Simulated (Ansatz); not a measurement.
# C2H3FN2: geometry optimisation in Python

What geometry does C2H3FN2 take? A script is to give a geometry optimisation; the system is C2H3FN2. SMILES: NC1(F)C=N1.

Computed with Ansatz 0.2.0, driven from Python. Level of theory: B3LYP+D4/def2-SVP.

### 1 Starting point

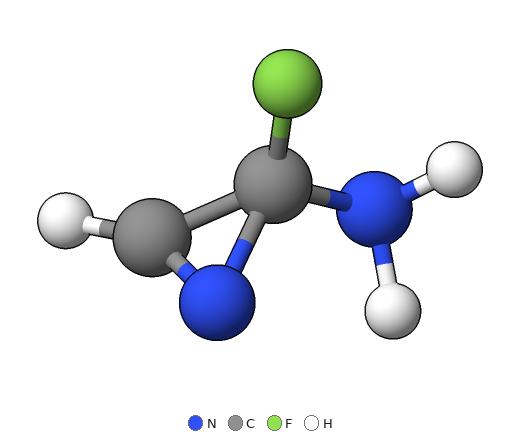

The structure that the script starts from, seen from a chosen angle (nitrogen blue, carbon grey, fluorine green, hydrogen white).

No structure file is read: the coordinates are typed or built in the script.

### 2 The script

File run_opt.py:

```python
'''Geometry optimisation of C2H3FN2.'''

import logging
import sys
import warnings

import ansatz as az
from ase import Atoms
import numpy as np
import pandas as pd

logging.basicConfig(stream=sys.stdout, format='%(name)s: %(message)s')
log = logging.getLogger('ansatz_job')
log.setLevel(logging.INFO)


def main() -> None:
    warnings.simplefilter('ignore', az.DeckWarning)

    atoms = Atoms(['N', 'C', 'F', 'C', 'N', 'H', 'H', 'H'], positions=[
        (-0.5299, -0.1859, 1.0959),
        (0.3484, -0.177, -0.0154),
        (1.6113, -0.5804, 0.2187),
        (-0.0548, -0.0652, -1.3453),
        (0.1914, 1.0347, -0.907),
        (-1.0029, 0.803, 1.0669),
        (-0.0053, -0.1539, 1.9471),
        (-0.466, -0.7322, -2.1168),
    ])
    system = az.Crystal.molecule_from_ase(atoms)

    calculation = (
        system.calculation()
        .basis(gaussian='def2-SVP')
        .functional('B3LYP', dispersion='d4')
    )
    symbols = [site.symbol for site in system.cartesian_sites]
    start = np.array([site.position_ang for site in system.cartesian_sites], dtype=float)
    data = calculation.relax(force_tolerance=0.005, max_steps=100).run().report
    end = np.array(data['positions_ang'])

    log.info(f'E = {data["free_energy_ev"]:.6f} eV = {data["free_energy_ev"] / 27.211386246:.7f} Ha')
    print('converged:', data['converged'], ' doubts:', data['published_state_doubts'] or 'none')

    log.info('bond        before    after (A)')
    for i, j in [(0, 1), (0, 5), (0, 6), (1, 2), (1, 3), (1, 4), (3, 4), (3, 7)]:
        d0, d1 = (np.linalg.norm(xyz[i] - xyz[j]) for xyz in (start, end))
        print(f'{symbols[i]}{i}-{symbols[j]}{j}'.ljust(10), f'{d0:8.4f} {d1:8.4f}')

    charges = data['charge_distribution']
    table = pd.DataFrame({'atom': symbols, 'mulliken': charges['mulliken_charges_e'], 'lowdin': charges['lowdin_charges_e']})
    print(table.round(3).to_string())
    print('dipole (e A):', np.round(charges['dipole_moment_e_ang'], 4) + 0.0)


if __name__ == '__main__':
    main()
```

### 3 Running it

Command:

```
> python run_opt.py
```

Q: Predict the main results. Wanted: total energy; dipole moment; moves of the relaxation; energy gained; last largest force component.

The runs gave:

| quantity | value |
| --- | --- |
| total energy | -7811.5931 eV |
| dipole moment | 2.19 D |
| moves of the relaxation | 15 |
| energy gained | 0.621 eV |
| last largest force component | 0.0042 eV/Å |

What this shows: After 15 moves the largest shift is 0.531 Å, of atom 6 (H). What to keep in mind:
- The end point is the stationary point reached from this start; no frequency run checks that it is a minimum, and the basis set is modest.
- The Löwdin charges here are taken after orthogonalising the functions within each atom; they differ from plain Löwdin charges, and their signs can be unphysical.
- b3lyp holds the VWN-RPA fit, as in Gaussian; the form of ORCA and Turbomole is b3lyp5.
